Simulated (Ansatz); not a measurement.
# AlF3 (SMILES F[Al](F)F) at MP2/6-311++G(2d,2p) (density fitting with def2-universal-jkfit, def2-TZVP-rifit for correlation, start density atoms)

Wanted: a structure relaxation of AlF3. 

The calculation is run with Ansatz 0.2.0.

2 further runs of the same task are left out: 1 that didn't finish, 1 set aside as unsound or not needed. Runs told in other sessions of the task aren't counted.

## (1) The system as given

AlF3: 4 atoms, total charge 0, spin state singlet. SMILES: `F[Al](F)F`. The shape is that of a PBE0-D4/def2-TZVP optimisation. The run starts from this shape.

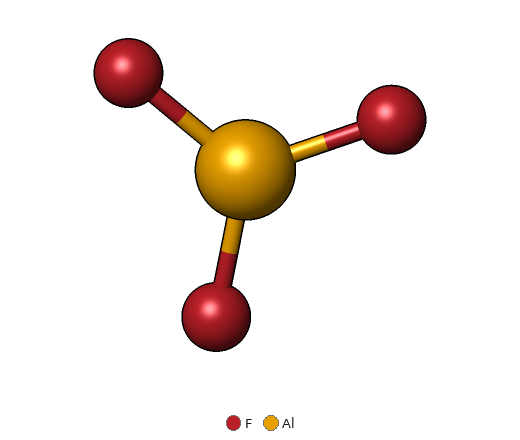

Viewed from a chosen angle; fluorine red, aluminium amber.

## (2) A structure relaxation at MP2/6-311++G(2d,2p) (density fitting with def2-universal-jkfit, def2-TZVP-rifit for correlation, start density atoms)

input.yaml reads:

```yaml
crystal:
  periodic: [false, false, false]
  atoms:
    - {symbol: F, position_ang: [0.859410, -0.722590, 1.180170]}
    - {symbol: Al, position_ang: [-0.000000, -0.000010, -0.000000]}
    - {symbol: F, position_ang: [-1.440740, -0.612530, -0.450110]}
    - {symbol: F, position_ang: [0.581330, 1.335130, -0.730040]}
basis:
  gaussian:
    orbitals: 6-311++G_2d_2p_.json
    fitting: {mean_field: def2-universal-jkfit, correlation: def2-TZVP-rifit.json}
correlation: {method: mp2, electrons: all}
relax: {f_tol: 0.005}
accuracy: high
```

The basis set 6-311++G(2d,2p) is read from a file made from the Basis Set Exchange's data (not shown).

On the command line:

```sh
$ ansatz run input.yaml --threads 1 --pin off --max-ram 3480MiB --events-out events.jsonl --progress --plain --runs-dir runs
```

Q: Predict the results. Wanted: total energy at the end; dipole moment; correlation energy.

Answer, from the run:

At MP2/6-311++G(2d,2p) (density fitting with def2-universal-jkfit, def2-TZVP-rifit for correlation, start density atoms):

| quantity | value |
| --- | --- |
| total energy at the end | -541.52537 Eh |
| dipole moment (correlated density) | 0.00 D |
| correlation energy | -949.6 mEh |

At the final geometry: Bond lengths: F1–Al2 1.640 Å, Al2–F3 1.640 Å, Al2–F4 1.640 Å. Angles: F1–Al2–F3 120.0°, F1–Al2–F4 120.0°, F3–Al2–F4 120.0°. The optimisation took 3 steps and changed the energy by -0.006 eV. Mulliken charges run from -0.50 on F4 to +1.49 on Al2; in a basis this large or diffuse they mean little.
